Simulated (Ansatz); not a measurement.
BBrF2Ge (SMILES F[B](F)[Ge][Br])

```yaml
atoms:
  - { symbol: B, position_ang: [-0.4632, 0.6768, 0.1567] }
  - { symbol: Br, position_ang: [1.4549, -1.2678, 1.7743] }
  - { symbol: F, position_ang: [-0.7490, 0.1590, -1.0285] }
  - { symbol: F, position_ang: [-1.4920, 1.0370, 0.9092] }
  - { symbol: Ge, position_ang: [1.5744, 0.9180, 0.8287] }
```

Geometry: B3LYP-D3(BJ)/def2-SVP.

Computed with isolated molecule in a Gaussian basis; Kohn-Sham density functional theory, functional PBE0 in Ansatz.

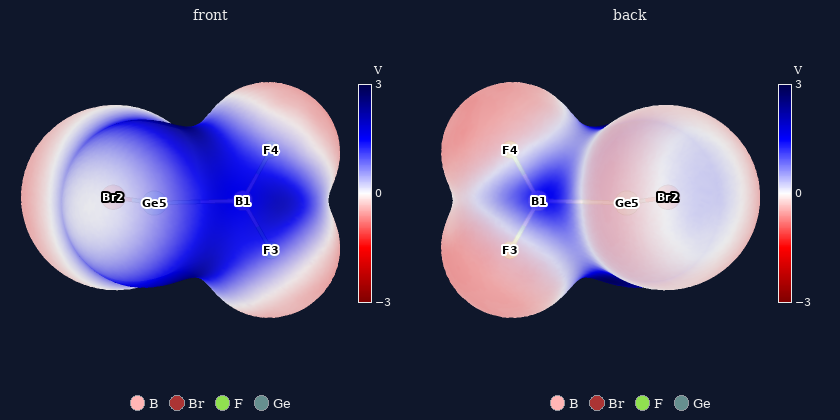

Figure 1. The molecular electrostatic potential painted on the density surface at 0.002 e/bohr³, seen from the front and from behind; the colour scale runs from red (negative) to blue (positive).

### Where is the surface potential most negative and most positive?

The most negative region (about −0.6 V) lies over F3 and F4, the most positive (about +2.8 V) over Ge5. Br2 shows a σ-hole: about +0.2 V at the tip opposite its bond, against about −0.2 V on its flanks.

### How polar is the molecule by this calculation?

Its dipole moment is 1.96 D.

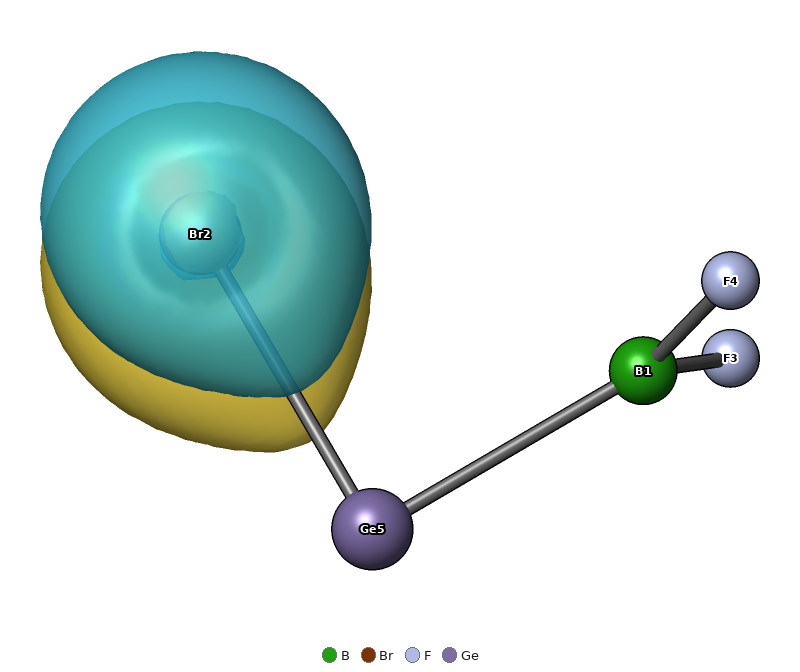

Figure 2. The HOMO−1 at ±0.15 Å⁻³ᐟ² (yellow and cyan are the two phases), seen from one side.

### What is the character of this orbital?

It lies mainly on Br2 (about 90 %) and Ge5 (about 10 %); largely a lone pair of Br2. Its energy is −8.97 eV.

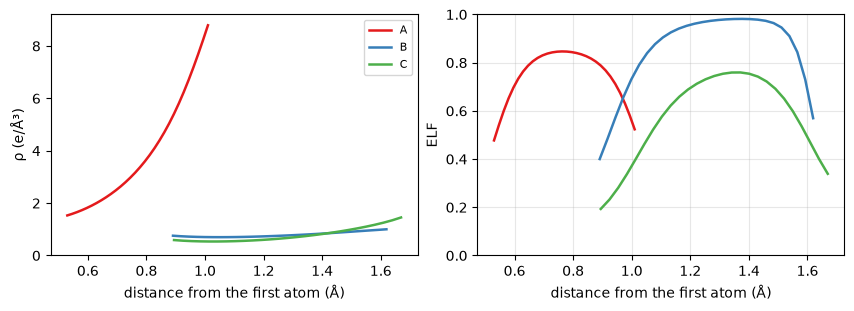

Figure 3. Total electron density and electron localisation function along straight lines between neighbouring atoms. The curves leave out the atomic cores.

### Which curve belongs to which contact (B–F, Ge–B and Ge–Br)? The first atom named is at distance zero.

Curve A: B–F (1.32 Å): ρ at the midpoint is about 2.2 e/Å³; the ELF peaks at about 0.85 between the atoms: a shared but strongly polarised pair. Curve B: Ge–B (2.16 Å): the density is about 0.7 e/Å³ at the midpoint; the ELF peaks at about 1 in the valence shell of B, 0.8 Å from its nucleus, and is about 0.90 at the midpoint. Curve C: Ge–Br (2.38 Å): ρ is about 0.59 e/Å³ halfway; the ELF peaks at about 0.75 in the valence shell of Br, 1.0 Å from its nucleus, and is about 0.70 at the midpoint.
